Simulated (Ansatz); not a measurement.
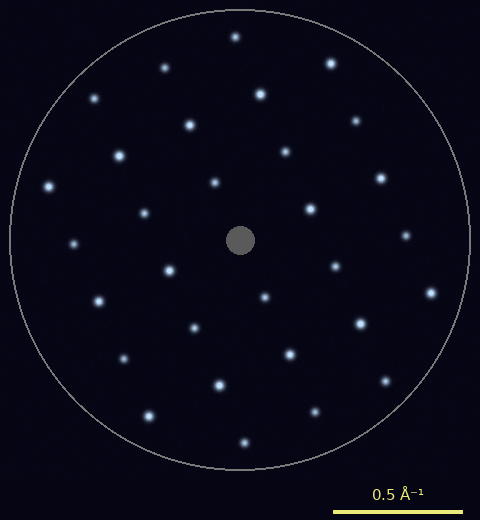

Simulated LEED pattern at 180 eV and normal incidence, from the upper face of a slab model. Spot positions follow from the surface net; brightness is a rough single-scattering estimate from the outer layers, good only for telling present from absent.

### What surface net do the spots show?

The spots form a rectangular reciprocal net with shortest vectors 0.243 and 0.299 Å⁻¹ at 90.0°. The primitive real-space mesh has edges 3.35 and 4.12 Å at 90.0° (or its supplement) and area 13.8 Å².

The slab has composition HfO3 (4 atoms a cell, 2.5 Å thick). Structure: the end point of a relaxation with DFT PBE, scalar-relativistic, plane waves, PAW in Ansatz; the starting structure was generated, so it need not be a known form of this composition.

```
Hf O
1.0
     3.34924    0.00000    0.00000
     0.00000    4.11745    0.00000
     0.00000    0.00000   29.20721
Hf O
1 3
Cartesian
  0.0000 0.0000 8.5000
  1.6746 0.0000 9.7461
  0.0000 2.0587 8.5000
  1.6746 0.0000 7.2539
```

### Which atoms form the outermost layer?

The highest atoms of the upper face (within 0.6 Å of the top) are O; the spot positions alone do not show this.
